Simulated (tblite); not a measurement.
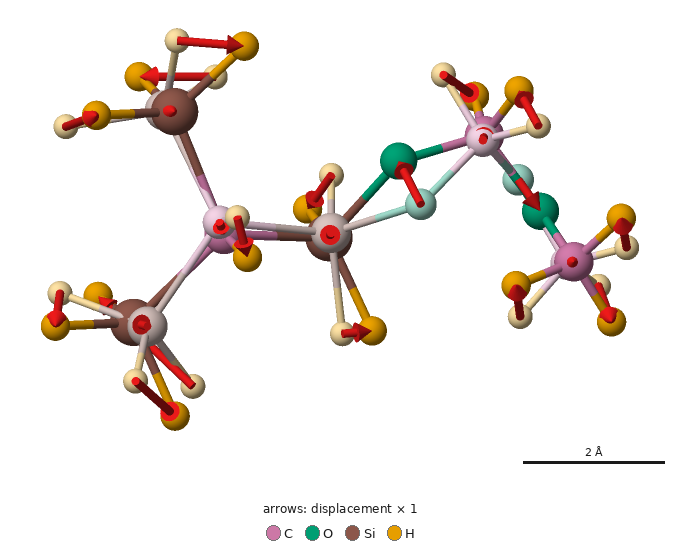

This is a relaxation of C$_{3}$H$_{14}$O$_{2}$Si$_{3}$. The starting structure is drawn faded, the final one solid; red arrows show the displacements, at their true length. The two geometries are superimposed by the best rigid fit.

Style: ball-and-stick. Shown face on.

Method: GFN2-xTB geometry optimisation, gas phase in tblite. 

Describe the change and its energy.

Answer. After 257 geometry steps the energy has fallen by 19.1 kcal/mol. An H atom moves most after the best rigid fit: 1.98 Å. By element the largest moves are H 1.98 Å, O 1.05 Å, C 0.95 Å, Si 0.53 Å. Near-neighbour distances that change, for instance: O–Si 1.708 → 1.634 Å, C–Si 1.856 → 1.902 Å, H–Si 1.491 → 1.462 Å, C–Si 1.865 → 1.889 Å. Bond angles that change, for instance: C–O–Si 113.0° → 123.7°, Si–C–H 113.8° → 106.9°, Si–C–Si 106.4° → 112.8°. Groups turn about C–Si by about 55°, O–Si by about 50°, C–Si by about 45°.
